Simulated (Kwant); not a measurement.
System: wire with one Gaussian impurity in a CdTe two-dimensional gas. Effective mass 0.096 mₑ, grid spacing 4.2 nm, hard walls, nominal width 100 nm (23 grid rows, so walls 100.8 nm apart), one parabolic valley, scattering region 300 nm long along x; energies count from the band bottom; Fermi energy swept from 0.00031336 to 0.0066589 eV. Impurity U exp(−r²/2σ²), U = -0.064 eV, σ = 4.4 nm, 20 nm off the axis.

The device is made up for the run: typed textbook-type constants, with dimensions and the other settings drawn at random.

Kwant, effective-mass tight-binding model on a square grid, one spin, coherent transport at 0 K. Conductance is in e²/h.

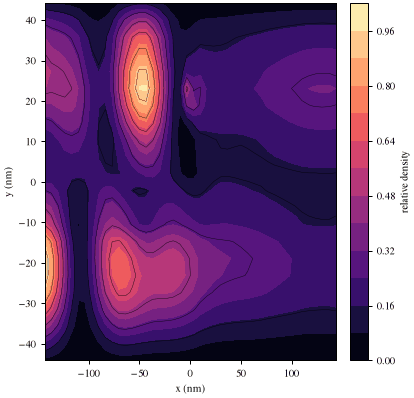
Figure. Density of the scattering states that come in from the left lead, at energy = 0.0019131 eV, in bins, relative to the largest site value

The conductance there is 1.56 e²/h with 2 open channel(s) in the leads.
